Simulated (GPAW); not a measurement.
## SiNH$_{4}$O: property calculation

The run: property calculation of SiNH$_{4}$O, multiplicity 2. Method and program: LDA (PW92)/real-space grid, UKS, scalar-relativistic datasets (GPAW 26.7.0).

The atoms were displaced at random from an optimised geometry. Figures and captions count atoms from 1; the log counts them from 0 in places.

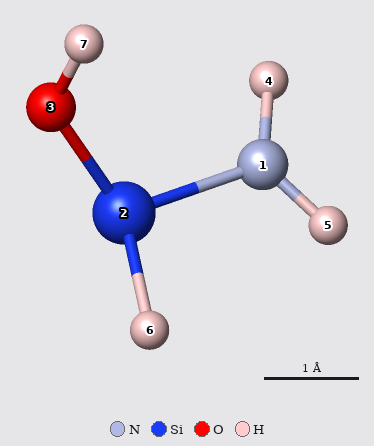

*The structure as given in the input (ball-and-stick view, seen at a tilt; atoms are numbered from 1 in the order of the input).*

Bond lengths as drawn: H–N 0.95 to 1.12 Å, H–O 0.95 Å, H–Si 1.57 Å, N–Si 1.67 Å and O–Si 1.55 Å.

### Results in brief

| quantity | value |
| --- | --- |
| outcome | converged |
| energy relative to the program's reference atoms | −36.5611 eV |
| largest force | 5.496 eV/Å |
| dipole moment | 2.62 D |
| hardware | 1 thread of Intel Xeon @ 2.50GHz (Skylake/Cascade Lake), 12 GiB of memory available, shared host |
| wall time | 3.8 min |
| peak memory | 1.3 GiB |

### Remarks

Settings chosen away from the usual ones: smear set to fermi-dirac; width set to 0.01.

### Input (sp.py)
```python
import numpy as np
from ase.io.zmatrix import parse_zmatrix
from ase.units import Debye
from gpaw import GPAW

system = parse_zmatrix("""
N
Si 1 1.674461
O 2 1.548838 1 112.54213
H 1 1.119793 2 120.44513 3 -53.65395
H 1 0.954005 4 120.46065 2 158.854
H 2 1.56919 3 113.56727 1 121.87918
H 3 0.952081 2 127.62104 6 82.97848
""")
system.set_cell([13.0, 13.0, 13.0])
system.center()
system.set_initial_magnetic_moments([1.0, 0.0, 0.0, 0.0, 0.0, 0.0, 0.0])

dft = GPAW(mode="fd",
           h=0.18,
           xc="LDA",
           occupations={"name": "fermi-dirac", "width": 0.01, "fixmagmom": True},
           maxiter=60,
           poissonsolver={"name": "fd"},
           symmetry="off",
           legacy_gpaw=True,
           txt="-")
system.calc = dft

energy = system.get_potential_energy()
print(f"Energy: {energy:.5f} eV")
forces = system.get_forces()
print("Forces (eV/Ang)")
for symbol, f in zip(system.symbols, forces):
    print(f'{symbol:2} {f[0]:9.4f} {f[1]:9.4f} {f[2]:9.4f}')
dipole = system.get_dipole_moment() / Debye
print(f"Dipole: {np.linalg.norm(dipole):.3f} D")
print("Moments:", system.get_magnetic_moments().round(3))

nsc = {}
for xc in ["revTPSS", "GGA_X_B88+GGA_C_PW91", "RPBE", "GGA_X_PBEINT+GGA_C_PBEINT", "revPBE", "M06-L", "LDA_X+LDA_C_VWN", "GGA_X_B88+GGA_C_P86"]:
    nsc[xc] = energy + dft.get_xc_difference(xc)
    print(f'{xc:32} {nsc[xc]:12.4f} eV')
dft.write("molecule.gpw")
```

Run as:
```bash
python sp.py > sp.log
```

### Log
```
___ ___ ___ _ _ _
 |   |   |_  | | | |
 | | | | | . | | | |
 |__ |  _|___|_____|  26.7.0
 |___|_|

units:  Angstrom and eV
cores:  1
OpenMP: False

Versions:
  Python: 3.12.14
  ASE:    3.29.0
  Numpy:  2.5.5
  Scipy:  1.18.1
  Libxc:  7.0.0

        _gpaw.cpython-312-x86_64-linux-gnu.so

Input parameters:
  h: 0.18
  maxiter: 60
  mode: fd
  occupations: {fixmagmom: True,
                name: fermi-dirac,
                width: 0.01}
  poissonsolver: {name: fd}
  symmetry: off

System changes: positions, numbers, cell, pbc, initial_charges, initial_magmoms

Initialize ...

species:
  N:
    name:    Nitrogen
    Z:       7.0
    valence: 5
    core:    2
    charge:  0.0  # [|e|]
    file:    N.LDA.gz
    compensation charges:
      type: gauss
      rc: 0.18  # [Å]
      lmax: 2
    cutoffs:
      filter: 1.11  # [Å]
      core: 0.96  # [Å]
    projectors
    | kind |    occ | energy [eV] | rcut [Å] |
    |------|--------|-------------|----------|
    |   2s |  2.000 |     -18.420 |    0.603 |
    |   2p |  3.000 |      -7.237 |    0.529 |
    |    s |        |       8.791 |    0.603 |
    |    p |        |      19.974 |    0.529 |
    |    d |        |       0.000 |    0.577 |

    Using partial waves for N as LCAO basis

  Si:
    name:    Silicon
    Z:       14.0
    valence: 4
    core:    10
    charge:  0.0  # [|e|]
    file:    Si.LDA.gz
    compensation charges:
      type: gauss
      rc: 0.33  # [Å]
      lmax: 2
    cutoffs:
      filter: 1.86  # [Å]
      core: 2.06  # [Å]
    projectors
    | kind |    occ | energy [eV] | rcut [Å] |
    |------|--------|-------------|----------|
    |   3s |  2.000 |     -10.878 |    1.058 |
    |   3p |  2.000 |      -4.162 |    1.058 |
    |    s |        |      16.334 |    1.058 |
    |    p |        |      23.049 |    1.058 |
    |    d |        |       0.000 |    1.058 |

    Using partial waves for Si as LCAO basis

  O:
    name:    Oxygen
    Z:       8.0
    valence: 6
    core:    2
    charge:  0.0  # [|e|]
    file:    O.LDA.gz
    compensation charges:
      type: gauss
      rc: 0.21  # [Å]
      lmax: 2
    cutoffs:
      filter: 1.17  # [Å]
      core: 0.83  # [Å]
    projectors
    | kind |    occ | energy [eV] | rcut [Å] |
    |------|--------|-------------|----------|
    |   2s |  2.000 |     -23.752 |    0.688 |
    |   2p |  4.000 |      -9.195 |    0.598 |
    |    s |        |       3.459 |    0.688 |
    |    p |        |      18.016 |    0.598 |
    |    d |        |       0.000 |    0.619 |

    Using partial waves for O as LCAO basis

  H:
    name:    Hydrogen
    Z:       1.0
    valence: 1
    core:    0
    charge:  0.0  # [|e|]
    file:    H.LDA.gz
    compensation charges:
      type: gauss
      rc: 0.15  # [Å]
      lmax: 2
    cutoffs:
      filter: 0.85  # [Å]
      core: 0.53  # [Å]
    projectors
    | kind |    occ | energy [eV] | rcut [Å] |
    |------|--------|-------------|----------|
    |   1s |  1.000 |      -6.353 |    0.476 |
    |    s |        |      20.858 |    0.476 |
    |    p |        |       0.000 |    0.476 |

    Using partial waves for H as LCAO basis

Reference energy: -11406.011528  # eV

Spin-polarized calculation.
Initial magnetic moment: 1.000000

Convergence criteria:
 Maximum [total energy] change in last 3 cyles: 0.0005 eV / valence electron
 Maximum integral of absolute [dens]ity change: 0.0001 electrons / valence electron
 Maximum integral of absolute [eigenst]ate change: 4e-08 eV^2 / valence electron
 Maximum number of scf [iter]ations: 60
 (Square brackets indicate name in SCF output, whereas a 'c' in
 the SCF output indicates the quantity has converged.)

Symmetries present (total): 1

  ( 1  0  0)
  ( 0  1  0)
  ( 0  0  1)

1 k-point (Gamma)
1 k-point in the irreducible part of the Brillouin zone
       k-points in crystal coordinates                weights
   0:     0.00000000    0.00000000    0.00000000          1/1

Wave functions: Uniform real-space grid
  Kinetic energy operator: 6*3+1=19 point O(h^6) finite-difference Laplacian
  ScaLapack parameters: grid=1x1, blocksize=None
  Wavefunction extrapolation:
    Improved wavefunction reuse through dual PAW basis

Occupation numbers: Fixed magnetic moment: 1.000
Fermi-Dirac:
  width: 0.0100  # eV

Eigensolver
   Davidson(niter=2)

Densities:
  Coarse grid: 72*72*72 grid
  Fine grid: 144*144*144 grid
  Total Charge: 0.000000

Density mixing:
  Method: fullspin
  Backend: msr1
  Linear mixing parameter: 0.05
  old densities: 10
  Width of damping distribution: 1.1
  Damping of long wavelength oscillations: 1  # (no daming)

Hamiltonian:
  XC and Coulomb potentials evaluated on a 144*144*144 grid
  Using the LDA Exchange-Correlation functional
  Interpolation: tri-quintic (5. degree polynomial)
  Poisson solver: Jacobi solver with 5 multi-grid levels
    Coarsest grid: 9 x 9 x 9 points
    Stencil: 6*3+1=19 point O(h^6) finite-difference Laplacian
    Max iterations: 1000
    Tolerance: 2.000000e-10

Memory estimate:
  Process memory now: 106.79 MiB
  Calculator: 431.42 MiB
    Density: 158.87 MiB
      Arrays: 97.43 MiB
      Localized functions: 6.82 MiB
      Mixer: 54.61 MiB
    Hamiltonian: 127.07 MiB
      Arrays: 72.39 MiB
      XC: 0.00 MiB
      Poisson: 54.16 MiB
      vbar: 0.51 MiB
    Wavefunctions: 145.49 MiB
      Arrays psit_nG: 87.38 MiB
      Eigensolver: 57.36 MiB
      Projections: 0.01 MiB
      Projectors: 0.73 MiB

Total number of cores used: 1

Number of atoms: 7
Number of atomic orbitals: 16
Number of bands in calculation: 16
Number of valence electrons: 19
Bands to converge: occupied

... initialized

Initializing position-dependent things.

Density initialized from atomic densities
Creating initial wave functions:
  16 bands from LCAO basis set

         .-------------------------------.
        /|                               |
       / |                               |
      /  |                               |
     /   |                               |
    /    |                               |
   /     |                               |
  /      |                               |
 *       |                               |
 |       |                               |
 |       |                               |
 |       |       H       O               |
 |       |         N   Si                |
 |       |       H                       |
 |       |             H                 |
 |       |                               |
 |       .-------------------------------.
 |      /                               /
 |     /                               /
 |    /                               /
 |   /                               /
 |  /                               /
 | /                               /
 |/                               /
 *-------------------------------*

Atomic positions and initial magnetic moments

Positions:
   0 N      5.649593    5.839202    6.721891    ( 0.0000,  0.0000,  1.0000)
   1 Si     7.324054    5.839202    6.721891    ( 0.0000,  0.0000,  0.0000)
   2 O      7.917821    7.269705    6.721891    ( 0.0000,  0.0000,  0.0000)
   3 H      5.082179    6.411351    7.499466    ( 0.0000,  0.0000,  0.0000)
   4 H      5.233448    5.122832    6.248855    ( 0.0000,  0.0000,  0.0000)
   5 H      7.785108    4.968528    5.500534    ( 0.0000,  0.0000,  0.0000)
   6 H      7.598588    8.031472    6.248330    ( 0.0000,  0.0000,  0.0000)

Unit cell:
           periodic     x           y           z      points  spacing
  1. axis:    no    13.000000    0.000000    0.000000    72     0.1806
  2. axis:    no     0.000000   13.000000    0.000000    72     0.1806
  3. axis:    no     0.000000    0.000000   13.000000    72     0.1806

  Lengths:  13.000000  13.000000  13.000000
  Angles:   90.000000  90.000000  90.000000

Effective grid spacing dv^(1/3) = 0.1806

iter:   1 00:00:11   -41.157391                   +1.0016
iter:   2 00:00:17   -40.117437   +0.34  -0.58    +1.0016
iter:   3 00:00:25   -36.486815   +0.71  -0.61    +1.0008
iter:   4 00:00:34   -36.507703   -0.18  -1.09    +1.0005
iter:   5 00:00:43   -36.561655   -0.47  -1.27    +1.0000
iter:   6 00:00:50   -36.559760   -0.82  -2.03    +1.0000
iter:   7 00:00:57   -36.561896c  -1.36  -2.21    +1.0000
iter:   8 00:01:04   -36.560736c  -1.94  -2.47    +1.0000
iter:   9 00:01:11   -36.561360c  -2.15  -2.71    +1.0000
iter:  10 00:01:18   -36.561010c  -2.62  -2.72    +1.0000
iter:  11 00:01:25   -36.561180c  -2.92  -3.22    +1.0000
iter:  12 00:01:33   -36.561133c  -3.59  -3.25    +1.0000
iter:  13 00:01:40   -36.561120c  -3.99  -3.88    +1.0000
iter:  14 00:01:46   -36.561014c  -4.41  -4.00    +1.0000
iter:  15 00:01:53   -36.561082c  -4.72  -4.41c   +1.0000
iter:  16 00:02:01   -36.561159c  -5.10  -4.43c   +1.0000
iter:  17 00:02:08   -36.560898c  -5.48  -4.90c   +1.0000
iter:  18 00:02:15   -36.561091c  -5.67  -4.86c   +1.0000
iter:  19 00:02:21   -36.561078c  -6.22  -4.78c   +1.0000
iter:  20 00:02:28   -36.561118c  -6.36  -4.89c   +1.0000
iter:  21 00:02:35   -36.561136c  -6.73  -5.08c   +1.0000
iter:  22 00:02:41   -36.561100c  -6.95  -5.17c   +1.0000
iter:  23 00:02:48   -36.561091c  -7.26  -5.58c   +1.0000
iter:  24 00:02:54   -36.561097c  -7.85c -5.50c   +1.0000

Converged after 24 iterations.

Dipole moment: (-0.485613, 0.221225, -0.110735) |e|*Ang

Total magnetic moment: (0.000000, 0.000000, 1.000000)
Local magnetic moments:
   0 N  ( 0.000000,  0.000000,  0.041664)
   1 Si ( 0.000000,  0.000000,  0.243667)
   2 O  ( 0.000000,  0.000000,  0.026137)
   3 H  ( 0.000000,  0.000000, -0.000215)
   4 H  ( 0.000000,  0.000000,  0.000840)
   5 H  ( 0.000000,  0.000000,  0.029431)
   6 H  ( 0.000000,  0.000000,  0.008991)

Energy contributions relative to reference atoms: (reference = -11406.011528)

Kinetic:        +48.935429
Potential:      -49.225318
External:        +0.000000
XC:             -37.158129
Entropy (-ST):   -0.000000
Local:           +0.886922
SIC:             +0.000000
--------------------------
Free energy:    -36.561097
Extrapolated:   -36.561097

Spin contamination: 0.011853 electrons
                   Up                     Down
 Band  Eigenvalues  Occupancy  Eigenvalues  Occupancy
    0    -25.47537    1.00000    -25.40448    1.00000
    1    -21.24249    1.00000    -21.12220    1.00000
    2    -14.63555    1.00000    -14.45155    1.00000
    3    -12.75335    1.00000    -12.68309    1.00000
    4    -11.88839    1.00000    -11.74757    1.00000
    5     -9.54440    1.00000     -9.38608    1.00000
    6     -9.18826    1.00000     -9.04460    1.00000
    7     -8.02242    1.00000     -7.79180    1.00000
    8     -7.17125    1.00000     -6.94777    1.00000
    9     -3.79880    1.00000     -2.57563    0.00000
   10     -0.97200    0.00000     -0.87801    0.00000
   11     -0.61391    0.00000     -0.47603    0.00000
   12      0.12402    0.00000      0.19525    0.00000
   13      0.48724    0.00000      0.62851    0.00000
   14      0.67402    0.00000      0.86364    0.00000
   15      0.99443    0.00000      1.15859    0.00000

Fermi levels: -3.49260, -5.49092

Energy: -36.56110 eV

Forces in eV/Ang:
  0 N    -0.59387    4.23449    3.45334
  1 Si    0.27893   -3.83600   -0.06917
  2 O     1.82856    2.69726    0.51176
  3 H     1.39087   -1.97913   -2.40437
  4 H    -2.12929   -2.40729   -1.34538
  5 H    -0.39287    0.42849    0.43708
  6 H    -0.39281    0.86648   -0.56651

Forces (eV/Ang)
N    -0.5939    4.2345    3.4533
Si    0.2789   -3.8360   -0.0692
O     1.8286    2.6973    0.5118
H     1.3909   -1.9791   -2.4044
H    -2.1293   -2.4073   -1.3454
H    -0.3929    0.4285    0.4371
H    -0.3928    0.8665   -0.5665
Dipole: 2.618 D
Moments: [ 0.042  0.244  0.026 -0.     0.001  0.029  0.009]
revTPSS                              -91.3535 eV
GGA_X_B88+GGA_C_PW91                 -95.0145 eV
RPBE                                 -94.0958 eV
GGA_X_PBEINT+GGA_C_PBEINT            -62.4069 eV
revPBE                               -92.2647 eV
M06-L                                -93.7140 eV
LDA_X+LDA_C_VWN                      -36.8369 eV
GGA_X_B88+GGA_C_P86                  -96.0680 eV
Writing to molecule.gpw (mode='')
```
